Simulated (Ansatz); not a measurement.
Input file:

```
crystal:
  periodic: [false, false, false]
  atoms:
    - symbol: F
      position_ang: [-1.271862, -0.905608, 0.157881]
    - symbol: Sb
      position_ang: [0.440736, -0.215567, -0.812451]
    - symbol: H
      position_ang: [1.482715, -1.313815, 0.068640]
basis:
  gaussian:
    orbitals: def2-TZVPD
output:
  forces: true
  orbitals: {seedname: orbitals}
hamiltonian:
  xc: {name: PBE0}
total_charge: -1
```

Command:

```sh
ansatz run input.yaml --threads 1 --pin off --max-ram 2610MiB --events-out events.jsonl --progress --plain --runs-dir runs
```

Geometry: B3LYP-D3(BJ)/def2-SVPD; core potentials replace the inner electrons of Sb; the highest occupied orbital lies above zero, a sign that basis and functional describe the outermost electron poorly.

The calculation used Ansatz 0.2.0, isolated molecule in a Gaussian basis; Kohn-Sham density functional theory, functional PBE0.

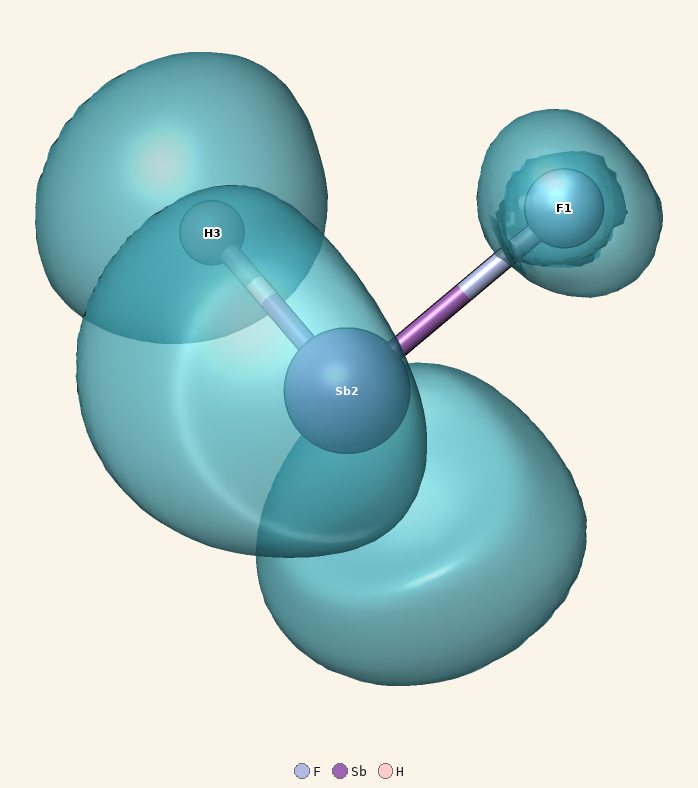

FHSb (charge −1). Isosurface of the electron localisation function at 0.8 (cyan), seen at a tilt. Core shells and regions of very low density are left out.

### Where are the electrons localised?

The surface consists of one region around a hydrogen nucleus, two lobes on Sb, pointing away from the bonds (lone pairs) and one region wrapped around F (its valence shell).

Values along the shortest contacts:
Sb–F (2.09 Å): the ELF peaks at about 0.80 in the valence shell of F, 0.5 Å from its nucleus, and drops to about 0.15 between the two atoms. Sb–H (1.75 Å): the ELF climbs to about 1 towards the hydrogen.
